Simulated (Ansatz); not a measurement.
```xyz
10

F    -1.656   -0.446    1.463
C    -0.684    0.584    1.330
S     0.970   -0.142    0.943
C     0.524   -0.849   -0.726
S     0.158    0.401   -2.070
H    -0.997    1.236    0.513
H    -0.596    1.121    2.274
H     1.346   -1.501   -1.018
H    -0.388   -1.434   -0.614
H     1.406    0.978   -2.092
```

Where will the first 6 clear peaks of this molecule's radial distribution curve from gas electron diffraction lie, and which pairs make them?

Answer. Peak 1, 1.09 Å: C–H 1.09 Å (×4)
Peak 2, 1.42 Å: S–H 1.38 Å, F–C 1.42 Å
Peak 3, 1.86 Å: S–C 1.85–1.87 Å (×3)
Peak 4, 2.70 Å: C···H 2.45–2.86 Å (×3), S···F 2.70 Å, C···C 2.78 Å, not resolved; in its flanks S···H 2.41–2.44 Å
Peak 5, 3.16 Å: S···H 2.95–3.26 Å (×2), F···C 3.12 Å, S···S 3.17 Å, not resolved; in its flanks S···C 3.51 Å
Peak 6, 4.06 Å: S···F 4.06 Å

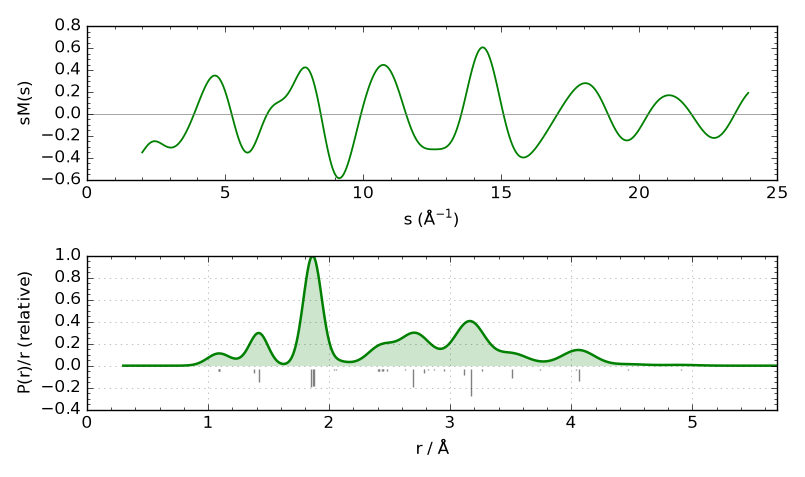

Simulated gas electron diffraction: reduced molecular intensity sM(s) from the Debye equation in the first Born approximation (top) and the radial distribution curve (bottom) of C₂H₅FS₂. Each pair of atoms contributes with weight ZᵢZⱼ/r (bars below the curve); damping constant 0.0015 Å²; vibrational amplitudes assumed, not computed: 0.05 Å for bonds, 0.078 Å for bonds to H, 0.06 + 0.015 r up to 0.15 Å for other pairs. The geometry is the end point of an optimisation (RKS PBE0-D4/6-31G in Ansatz); it may be a saddle point or a higher isomer.
